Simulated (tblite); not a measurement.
## C3H7BF2Ge: geometry relaxation (part 2 of 2)

C3H7BF2Ge, SMILES F[B](F)[GeH]1[CH2]C[CH2]1; GFN2-xTB geometry optimisation, gas phase (tblite 0.8.0). It belongs to a series of runs on one base structure; here: H on Ge replaced by BF2.

Geometry of the input (Å):
```
F  2.0592  -0.7104  -1.5419
B  2.2119  -0.2148  -0.1901
F  3.4317  0.4977  0.1142
Ge 0.5878  0.0148  0.9368
C  -0.7293  1.1524  0.1422
C  -1.0662  0.0026  -0.7993
C  -0.8695  -1.0564  0.2748
H  0.7722  0.0944  2.4627
H  -0.2473  2.0188  -0.3768
H  -1.5394  1.4098  0.8551
H  -2.0841  0.0443  -1.2247
H  -0.2834  -0.0913  -1.5624
H  -0.5083  -2.0351  -0.0884
H  -1.7360  -1.1274  0.9754
```

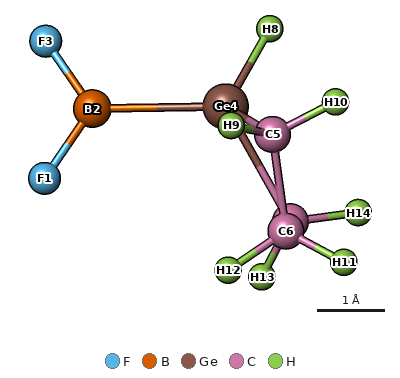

Figure 1. The geometry at step 63 of the log (ball-and-stick view, seen at a tilt; atoms are numbered from 1 in the order of the input).

**Trajectory as extended XYZ, continued**
```
14
Properties=species:S:1:pos:R:3:forces:R:3 step=37 energy=-616.83264
F     2.5033   -0.6141   -1.2998    0.0170   0.0330   0.0160
B     2.4406   -0.1255   -0.0803    0.0220  -0.0220   0.0020
F     3.5998    0.2726    0.3925   -0.0280  -0.0180  -0.0060
Ge    0.6594    0.0143    0.8884   -0.0230  -0.0080  -0.0110
C    -0.6803    1.2247    0.0147   -0.0140   0.0170  -0.0060
C    -1.3171    0.0165   -0.6928    0.0050  -0.0140   0.0030
C    -0.8130   -1.1448    0.1829    0.0190  -0.0110   0.0080
H     0.7325    0.1406    2.3972    0.0260   0.0130  -0.0170
H    -0.3428    2.0070   -0.6605    0.0110   0.0230  -0.0010
H    -1.3636    1.6651    0.7360   -0.0120   0.0130   0.0270
H    -2.4031    0.0713   -0.7658   -0.0140   0.0080  -0.0180
H    -0.9164   -0.0769   -1.7018   -0.0020  -0.0080  -0.0030
H    -0.5605   -2.0402   -0.3799   -0.0080  -0.0250   0.0120
H    -1.5395   -1.4110    0.9471    0.0000  -0.0010  -0.0050
14
Properties=species:S:1:pos:R:3:forces:R:3 step=40 energy=-616.83344
F     2.5320   -0.6037   -1.2996    0.0040   0.0170  -0.0140
B     2.4475   -0.1281   -0.0773    0.0030  -0.0140   0.0100
F     3.5988    0.2576    0.4218    0.0230  -0.0030   0.0100
Ge    0.6603    0.0173    0.8770   -0.0160  -0.0220   0.0070
C    -0.6822    1.2278    0.0085   -0.0110  -0.0200  -0.0010
C    -1.3292    0.0168   -0.6873   -0.0060  -0.0070  -0.0090
C    -0.8127   -1.1466    0.1798   -0.0020   0.0070   0.0010
H     0.7399    0.1484    2.3861    0.0170   0.0080  -0.0290
H    -0.3465    2.0040   -0.6757   -0.0110   0.0140   0.0280
H    -1.3546    1.6726    0.7388   -0.0040   0.0140  -0.0220
H    -2.4160    0.0743   -0.7484   -0.0160  -0.0030   0.0100
H    -0.9459   -0.0792   -1.7025    0.0210   0.0040  -0.0100
H    -0.5596   -2.0382   -0.3898   -0.0030  -0.0030   0.0160
H    -1.5324   -1.4235    0.9466    0.0000   0.0100   0.0020
14
Properties=species:S:1:pos:R:3:forces:R:3 step=42 energy=-616.83387
F     2.5388   -0.5979   -1.3020    0.0010   0.0090  -0.0210
B     2.4479   -0.1303   -0.0773   -0.0120  -0.0030   0.0130
F     3.5970    0.2524    0.4294    0.0300  -0.0030   0.0150
Ge    0.6581    0.0163    0.8745    0.0330  -0.0040  -0.0150
C    -0.6846    1.2277    0.0074    0.0130  -0.0100   0.0120
C    -1.3314    0.0159   -0.6876   -0.0120   0.0090  -0.0080
C    -0.8138   -1.1470    0.1799   -0.0220  -0.0010  -0.0060
H     0.7472    0.1523    2.3808    0.0060   0.0030  -0.0020
H    -0.3482    2.0057   -0.6749   -0.0180  -0.0030   0.0220
H    -1.3533    1.6741    0.7403   -0.0150  -0.0020  -0.0320
H    -2.4184    0.0750   -0.7494   -0.0080  -0.0140   0.0130
H    -0.9474   -0.0803   -1.7026    0.0190   0.0050  -0.0090
H    -0.5606   -2.0397   -0.3879   -0.0020   0.0010   0.0060
H    -1.5320   -1.4248    0.9472   -0.0150   0.0130   0.0110
14
Properties=species:S:1:pos:R:3:forces:R:3 step=45 energy=-616.83448
F     2.5373   -0.5889   -1.3072    0.0090   0.0100  -0.0030
B     2.4462   -0.1321   -0.0779    0.0200   0.0110  -0.0170
F     3.5955    0.2477    0.4325    0.0020  -0.0190   0.0010
Ge    0.6581    0.0132    0.8728    0.0140   0.0100  -0.0040
C    -0.6868    1.2252    0.0096    0.0150   0.0110   0.0090
C    -1.3297    0.0149   -0.6904    0.0080   0.0050   0.0050
C    -0.8191   -1.1472    0.1816    0.0030  -0.0040   0.0090
H     0.7631    0.1579    2.3765   -0.0120  -0.0050   0.0140
H    -0.3536    2.0084   -0.6673    0.0040   0.0020  -0.0120
H    -1.3581    1.6706    0.7401   -0.0240  -0.0200   0.0030
H    -2.4160    0.0740   -0.7594   -0.0050  -0.0130  -0.0080
H    -0.9326   -0.0822   -1.7006   -0.0120   0.0060  -0.0070
H    -0.5667   -2.0422   -0.3824   -0.0060  -0.0100   0.0020
H    -1.5383   -1.4198    0.9498   -0.0170   0.0150   0.0090
14
Properties=species:S:1:pos:R:3:forces:R:3 step=47 energy=-616.83477
F     2.5367   -0.5844   -1.3116    0.0130   0.0100  -0.0050
B     2.4451   -0.1322   -0.0807    0.0220   0.0120  -0.0170
F     3.5937    0.2443    0.4334    0.0110  -0.0190  -0.0040
Ge    0.6599    0.0127    0.8721   -0.0260   0.0020   0.0220
C    -0.6862    1.2249    0.0119   -0.0190   0.0020  -0.0100
C    -1.3269    0.0150   -0.6914    0.0100  -0.0110   0.0030
C    -0.8214   -1.1472    0.1835    0.0190   0.0060   0.0140
H     0.7686    0.1598    2.3765   -0.0120  -0.0080   0.0000
H    -0.3562    2.0103   -0.6637    0.0130   0.0060  -0.0140
H    -1.3626    1.6660    0.7400   -0.0090  -0.0160   0.0190
H    -2.4132    0.0721   -0.7657    0.0030   0.0000  -0.0080
H    -0.9248   -0.0824   -1.6996   -0.0130   0.0040  -0.0060
H    -0.5700   -2.0442   -0.3782   -0.0130  -0.0040   0.0080
H    -1.5434   -1.4150    0.9514    0.0020   0.0170  -0.0010
14
Properties=species:S:1:pos:R:3:forces:R:3 step=50 energy=-616.83536
F     2.5385   -0.5722   -1.3237    0.0060   0.0130  -0.0040
B     2.4435   -0.1309   -0.0896   -0.0130   0.0030   0.0170
F     3.5912    0.2330    0.4351    0.0260  -0.0130  -0.0090
Ge    0.6595    0.0124    0.8730   -0.0060   0.0110   0.0000
C    -0.6884    1.2248    0.0152   -0.0310  -0.0140  -0.0180
C    -1.3204    0.0135   -0.6945   -0.0100  -0.0100  -0.0140
C    -0.8245   -1.1469    0.1893    0.0000   0.0130  -0.0100
H     0.7792    0.1627    2.3764   -0.0120  -0.0120   0.0010
H    -0.3595    2.0162   -0.6553   -0.0110  -0.0160   0.0090
H    -1.3729    1.6542    0.7437    0.0170  -0.0030   0.0060
H    -2.4064    0.0676   -0.7837    0.0160   0.0100   0.0090
H    -0.9090   -0.0824   -1.6994    0.0080  -0.0110   0.0050
H    -0.5780   -2.0508   -0.3644   -0.0160   0.0140   0.0140
H    -1.5536   -1.4017    0.9556    0.0260   0.0170  -0.0060
14
Properties=species:S:1:pos:R:3:forces:R:3 step=53 energy=-616.83596
F     2.5430   -0.5579   -1.3303   -0.0160   0.0200   0.0180
B     2.4467   -0.1285   -0.0913    0.0090  -0.0030   0.0050
F     3.5986    0.2196    0.4370   -0.0190  -0.0150  -0.0030
Ge    0.6591    0.0142    0.8724    0.0280   0.0150  -0.0310
C    -0.6945    1.2227    0.0149    0.0260  -0.0010   0.0120
C    -1.3190    0.0109   -0.6981   -0.0010   0.0150  -0.0050
C    -0.8264   -1.1449    0.1917   -0.0110   0.0030  -0.0170
H     0.7858    0.1630    2.3753   -0.0190  -0.0140   0.0060
H    -0.3640    2.0167   -0.6514   -0.0290  -0.0030   0.0050
H    -1.3798    1.6454    0.7464    0.0130   0.0060  -0.0080
H    -2.4039    0.0653   -0.7919   -0.0050  -0.0020  -0.0060
H    -0.9007   -0.0841   -1.7002    0.0040  -0.0180   0.0060
H    -0.5883   -2.0537   -0.3559    0.0050  -0.0110   0.0030
H    -1.5570   -1.3891    0.9592    0.0160   0.0080   0.0170
14
Properties=species:S:1:pos:R:3:forces:R:3 step=55 energy=-616.83639
F     2.5543   -0.5439   -1.3331   -0.0300   0.0140   0.0120
B     2.4527   -0.1279   -0.0901    0.0280   0.0020  -0.0120
F     3.6055    0.2046    0.4467   -0.0270  -0.0120   0.0120
Ge    0.6621    0.0171    0.8665    0.0020  -0.0100  -0.0030
C    -0.6970    1.2213    0.0130    0.0220   0.0100   0.0040
C    -1.3229    0.0104   -0.6991    0.0100   0.0050   0.0100
C    -0.8273   -1.1430    0.1906    0.0080  -0.0080   0.0050
H     0.7863    0.1626    2.3715   -0.0170  -0.0120  -0.0170
H    -0.3708    2.0154   -0.6537   -0.0160   0.0250  -0.0150
H    -1.3808    1.6429    0.7462    0.0090   0.0080   0.0030
H    -2.4080    0.0639   -0.7880   -0.0070  -0.0010  -0.0190
H    -0.9061   -0.0865   -1.7016   -0.0050  -0.0080   0.0010
H    -0.5940   -2.0548   -0.3535    0.0100  -0.0170  -0.0080
H    -1.5545   -1.3826    0.9626    0.0130   0.0040   0.0250
14
Properties=species:S:1:pos:R:3:forces:R:3 step=58 energy=-616.83720
F     2.5851   -0.5089   -1.3418   -0.0280   0.0030  -0.0210
B     2.4666   -0.1276   -0.0904   -0.0180   0.0050   0.0100
F     3.6123    0.1655    0.4806    0.0220  -0.0020   0.0220
Ge    0.6680    0.0211    0.8499   -0.0160  -0.0210   0.0140
C    -0.7001    1.2212    0.0068   -0.0150   0.0130  -0.0200
C    -1.3329    0.0095   -0.6983    0.0060  -0.0190   0.0090
C    -0.8279   -1.1413    0.1893    0.0180  -0.0120   0.0270
H     0.7867    0.1631    2.3564   -0.0080  -0.0070  -0.0270
H    -0.3889    2.0182   -0.6633    0.0080   0.0190  -0.0220
H    -1.3769    1.6409    0.7477    0.0050   0.0000   0.0100
H    -2.4194    0.0615   -0.7793    0.0100   0.0030  -0.0040
H    -0.9266   -0.0926   -1.7044    0.0100   0.0110  -0.0030
H    -0.6019   -2.0592   -0.3490   -0.0070   0.0140  -0.0090
H    -1.5449   -1.3718    0.9739    0.0130  -0.0080   0.0140
14
Properties=species:S:1:pos:R:3:forces:R:3 step=61 energy=-616.83773
F     2.5851   -0.4834   -1.3515   -0.0040   0.0190   0.0120
B     2.4694   -0.1246   -0.0925   -0.0020  -0.0090   0.0070
F     3.6164    0.1410    0.4916   -0.0150  -0.0120  -0.0210
Ge    0.6694    0.0214    0.8442    0.0060   0.0210  -0.0150
C    -0.7037    1.2214    0.0041    0.0100  -0.0020   0.0050
C    -1.3304    0.0062   -0.7006   -0.0010   0.0090  -0.0020
C    -0.8282   -1.1405    0.1940   -0.0050   0.0100  -0.0040
H     0.7882    0.1593    2.3482   -0.0050   0.0010   0.0130
H    -0.4020    2.0250   -0.6637    0.0080  -0.0130  -0.0060
H    -1.3783    1.6321    0.7525   -0.0020  -0.0020  -0.0080
H    -2.4157    0.0589   -0.7925   -0.0060  -0.0110   0.0110
H    -0.9167   -0.0975   -1.7037    0.0200   0.0050   0.0010
H    -0.6132   -2.0638   -0.3387   -0.0020   0.0060   0.0010
H    -1.5410   -1.3560    0.9864   -0.0020  -0.0220   0.0050
14
Properties=species:S:1:pos:R:3:forces:R:3 step=63 energy=-616.83792
F     2.5651   -0.4938   -1.3500   -0.0020   0.0130  -0.0050
B     2.4621   -0.1243   -0.0932   -0.0050  -0.0060  -0.0020
F     3.6141    0.1549    0.4731   -0.0010  -0.0090  -0.0040
Ge    0.6679    0.0210    0.8514   -0.0010   0.0090   0.0020
C    -0.7020    1.2212    0.0078    0.0070   0.0000   0.0030
C    -1.3227    0.0066   -0.7025   -0.0030   0.0060  -0.0010
C    -0.8277   -1.1402    0.1958   -0.0020   0.0050  -0.0010
H     0.7851    0.1558    2.3559   -0.0040   0.0040   0.0110
H    -0.3966    2.0256   -0.6572    0.0060  -0.0050  -0.0060
H    -1.3819    1.6295    0.7525    0.0000   0.0030  -0.0050
H    -2.4072    0.0584   -0.8027   -0.0090  -0.0070   0.0020
H    -0.8994   -0.0962   -1.7018    0.0100   0.0020   0.0050
H    -0.6126   -2.0639   -0.3360    0.0050   0.0000   0.0010
H    -1.5449   -1.3551    0.9848   -0.0010  -0.0130   0.0000
14
Properties=species:S:1:pos:R:3:forces:R:3 step=66 energy=-616.83807
F     2.5631   -0.4856   -1.3542   -0.0050   0.0120   0.0040
B     2.4605   -0.1252   -0.0946    0.0190   0.0050  -0.0050
F     3.6135    0.1477    0.4738   -0.0110  -0.0150  -0.0100
Ge    0.6681    0.0230    0.8510   -0.0060  -0.0120   0.0200
C    -0.7015    1.2216    0.0076   -0.0150   0.0030  -0.0070
C    -1.3216    0.0068   -0.7030    0.0000  -0.0090   0.0050
C    -0.8280   -1.1390    0.1973    0.0020  -0.0100   0.0060
H     0.7836    0.1554    2.3565    0.0000   0.0070   0.0000
H    -0.3981    2.0262   -0.6581    0.0060  -0.0020   0.0010
H    -1.3824    1.6274    0.7527    0.0000   0.0130  -0.0020
H    -2.4063    0.0563   -0.8056    0.0060   0.0030  -0.0050
H    -0.8931   -0.0968   -1.7001   -0.0060   0.0000   0.0030
H    -0.6142   -2.0642   -0.3327    0.0090   0.0050  -0.0020
H    -1.5444   -1.3541    0.9874    0.0000   0.0000  -0.0080
14
Properties=species:S:1:pos:R:3:forces:R:3 step=69 energy=-616.83831
F     2.5710   -0.4613   -1.3617   -0.0180   0.0050  -0.0070
B     2.4629   -0.1258   -0.0959   -0.0090   0.0080   0.0020
F     3.6147    0.1233    0.4842    0.0140  -0.0080   0.0090
Ge    0.6681    0.0247    0.8484    0.0050   0.0000  -0.0070
C    -0.7043    1.2222    0.0044    0.0020  -0.0090   0.0120
C    -1.3244    0.0052   -0.7022    0.0090  -0.0040   0.0020
C    -0.8290   -1.1386    0.1998    0.0010  -0.0030  -0.0030
H     0.7855    0.1590    2.3533    0.0000   0.0060   0.0030
H    -0.4027    2.0263   -0.6633   -0.0010  -0.0130   0.0110
H    -1.3818    1.6275    0.7525   -0.0060   0.0190  -0.0080
H    -2.4094    0.0532   -0.8069    0.0210   0.0050  -0.0020
H    -0.8926   -0.0986   -1.6979   -0.0200  -0.0100  -0.0020
H    -0.6167   -2.0644   -0.3295    0.0120   0.0000  -0.0030
H    -1.5422   -1.3531    0.9926   -0.0110   0.0040  -0.0070
14
Properties=species:S:1:pos:R:3:forces:R:3 step=71 energy=-616.83868
F     2.5724   -0.4279   -1.3710   -0.0250   0.0020  -0.0050
B     2.4655   -0.1251   -0.0969   -0.0340   0.0090   0.0040
F     3.6193    0.0905    0.4918    0.0180  -0.0050   0.0180
Ge    0.6682    0.0267    0.8483    0.0070   0.0170  -0.0290
C    -0.7075    1.2222    0.0024    0.0280  -0.0120   0.0260
C    -1.3258    0.0023   -0.7006    0.0130   0.0100  -0.0070
C    -0.8294   -1.1391    0.2034    0.0030   0.0100  -0.0120
H     0.7851    0.1639    2.3529    0.0030   0.0020   0.0050
H    -0.4058    2.0239   -0.6682   -0.0010  -0.0160   0.0080
H    -1.3834    1.6321    0.7497   -0.0100   0.0050  -0.0100
H    -2.4101    0.0489   -0.8107    0.0120   0.0020   0.0140
H    -0.8912   -0.1020   -1.6949   -0.0140  -0.0160  -0.0120
H    -0.6169   -2.0647   -0.3258    0.0130  -0.0110   0.0030
H    -1.5412   -1.3523    0.9975   -0.0140   0.0010  -0.0040
14
Properties=species:S:1:pos:R:3:forces:R:3 step=74 energy=-616.83933
F     2.5458   -0.3907   -1.3821   -0.0190   0.0030   0.0110
B     2.4594   -0.1227   -0.0983   -0.0140   0.0180   0.0050
F     3.6240    0.0563    0.4827   -0.0170  -0.0110   0.0060
Ge    0.6670    0.0306    0.8566   -0.0070   0.0050   0.0090
C    -0.7066    1.2219    0.0054    0.0060   0.0040  -0.0100
C    -1.3187   -0.0004   -0.6991    0.0030   0.0030  -0.0120
C    -0.8266   -1.1399    0.2090    0.0090   0.0020  -0.0070
H     0.7745    0.1676    2.3627    0.0180   0.0000  -0.0070
H    -0.4004    2.0174   -0.6697    0.0170   0.0090  -0.0050
H    -1.3886    1.6426    0.7415    0.0000  -0.0300   0.0000
H    -2.4014    0.0430   -0.8202   -0.0100   0.0100   0.0310
H    -0.8776   -0.1070   -1.6901    0.0020  -0.0080  -0.0180
H    -0.6083   -2.0647   -0.3197    0.0070  -0.0100   0.0110
H    -1.5432   -1.3546    0.9991    0.0040   0.0070  -0.0140
14
Properties=species:S:1:pos:R:3:forces:R:3 step=76 energy=-616.83969
F     2.5297   -0.3865   -1.3841   -0.0060   0.0150   0.0530
B     2.4524   -0.1204   -0.0983    0.0480   0.0070  -0.0110
F     3.6217    0.0519    0.4782   -0.0650  -0.0180  -0.0310
Ge    0.6656    0.0324    0.8609   -0.0050  -0.0100   0.0390
C    -0.7036    1.2221    0.0072   -0.0190   0.0080  -0.0400
C    -1.3141   -0.0002   -0.6997   -0.0090  -0.0140  -0.0050
C    -0.8240   -1.1399    0.2095    0.0060  -0.0120   0.0010
H     0.7714    0.1685    2.3666    0.0210   0.0020   0.0000
H    -0.3938    2.0150   -0.6689    0.0180   0.0220  -0.0040
H    -1.3901    1.6445    0.7382    0.0080  -0.0310  -0.0030
H    -2.3970    0.0433   -0.8186   -0.0090   0.0100   0.0150
H    -0.8732   -0.1090   -1.6909   -0.0040   0.0080  -0.0050
H    -0.6009   -2.0648   -0.3177    0.0020   0.0010   0.0070
H    -1.5447   -1.3573    0.9956    0.0160   0.0130  -0.0160
14
Properties=species:S:1:pos:R:3:forces:R:3 step=79 energy=-616.84061
F     2.5227   -0.3497   -1.3883   -0.0030   0.0190   0.0370
B     2.4482   -0.1145   -0.0965    0.0230  -0.0290   0.0000
F     3.6189    0.0117    0.4877   -0.0320  -0.0010  -0.0230
Ge    0.6634    0.0361    0.8654    0.0080   0.0150  -0.0150
C    -0.7031    1.2222    0.0006    0.0120  -0.0080  -0.0020
C    -1.3159   -0.0031   -0.6997    0.0060  -0.0020  -0.0030
C    -0.8202   -1.1412    0.2094   -0.0020   0.0050   0.0030
H     0.7749    0.1773    2.3687    0.0080  -0.0020   0.0200
H    -0.3866    2.0119   -0.6772   -0.0080   0.0020   0.0080
H    -1.3893    1.6472    0.7303    0.0010  -0.0100  -0.0160
H    -2.4004    0.0429   -0.8064    0.0110  -0.0100  -0.0100
H    -0.8814   -0.1143   -1.6933   -0.0230   0.0110  -0.0070
H    -0.5894   -2.0659   -0.3148   -0.0030   0.0110  -0.0040
H    -1.5423   -1.3612    0.9921    0.0030  -0.0010   0.0140
14
Properties=species:S:1:pos:R:3:forces:R:3 step=82 energy=-616.84120
F     2.5075   -0.2747   -1.3995    0.0100   0.0080   0.0330
B     2.4458   -0.1122   -0.0958    0.0080  -0.0150  -0.0020
F     3.6210   -0.0598    0.4898   -0.0280  -0.0010  -0.0230
Ge    0.6638    0.0442    0.8697   -0.0030   0.0020   0.0020
C    -0.7037    1.2211   -0.0054    0.0020   0.0020   0.0090
C    -1.3130   -0.0086   -0.7006    0.0170   0.0040  -0.0060
C    -0.8167   -1.1405    0.2154    0.0010   0.0100   0.0120
H     0.7733    0.1841    2.3758    0.0040  -0.0030  -0.0140
H    -0.3877    2.0100   -0.6845   -0.0050  -0.0090   0.0000
H    -1.3941    1.6472    0.7188   -0.0080   0.0020   0.0060
H    -2.3973    0.0342   -0.8122    0.0150  -0.0070   0.0030
H    -0.8759   -0.1225   -1.6918   -0.0080   0.0000  -0.0330
H    -0.5849   -2.0690   -0.3020   -0.0040   0.0170   0.0010
H    -1.5387   -1.3539    0.9999   -0.0020  -0.0100   0.0130
14
Properties=species:S:1:pos:R:3:forces:R:3 step=84 energy=-616.84137
F     2.5063   -0.2554   -1.4001    0.0090  -0.0020   0.0000
B     2.4450   -0.1137   -0.0947   -0.0040   0.0040   0.0040
F     3.6201   -0.0777    0.4910   -0.0040  -0.0040  -0.0050
Ge    0.6641    0.0465    0.8700   -0.0040  -0.0070   0.0170
C    -0.7033    1.2209   -0.0073   -0.0080   0.0060   0.0040
C    -1.3125   -0.0097   -0.7009    0.0090   0.0020  -0.0060
C    -0.8155   -1.1398    0.2170    0.0010   0.0050   0.0080
H     0.7738    0.1861    2.3766    0.0020  -0.0020  -0.0200
H    -0.3881    2.0091   -0.6871   -0.0010  -0.0050  -0.0050
H    -1.3950    1.6472    0.7154   -0.0070   0.0050   0.0120
H    -2.3969    0.0318   -0.8109    0.0080  -0.0020   0.0060
H    -0.8786   -0.1241   -1.6937    0.0010  -0.0050  -0.0210
H    -0.5829   -2.0683   -0.2997   -0.0020   0.0110   0.0020
H    -1.5372   -1.3534    1.0021    0.0000  -0.0060   0.0040
14
Properties=species:S:1:pos:R:3:forces:R:3 step=87 energy=-616.84146
F     2.5143   -0.2546   -1.3993    0.0020  -0.0020   0.0030
B     2.4464   -0.1145   -0.0940    0.0060   0.0040   0.0010
F     3.6193   -0.0798    0.4967   -0.0070  -0.0040  -0.0050
Ge    0.6642    0.0464    0.8680    0.0000   0.0010  -0.0020
C    -0.7040    1.2212   -0.0082   -0.0010   0.0020   0.0020
C    -1.3143   -0.0095   -0.7008    0.0000   0.0010   0.0000
C    -0.8158   -1.1393    0.2168    0.0000   0.0000  -0.0010
H     0.7763    0.1874    2.3728    0.0000  -0.0020  -0.0010
H    -0.3894    2.0085   -0.6893   -0.0010   0.0000   0.0000
H    -1.3942    1.6478    0.7162   -0.0030   0.0020   0.0010
H    -2.3989    0.0320   -0.8061   -0.0010  -0.0010   0.0010
H    -0.8852   -0.1242   -1.6962    0.0030  -0.0020   0.0020
H    -0.5830   -2.0667   -0.3012    0.0010   0.0000   0.0000
H    -1.5364   -1.3551    1.0025    0.0010   0.0000  -0.0010
```

**Results in brief**

- outcome: converged
- total energy: −616.8415 eV
- hardware: 1 CPU thread, shared host
- wall time: 0.82 s
- peak memory: 0.18 GiB
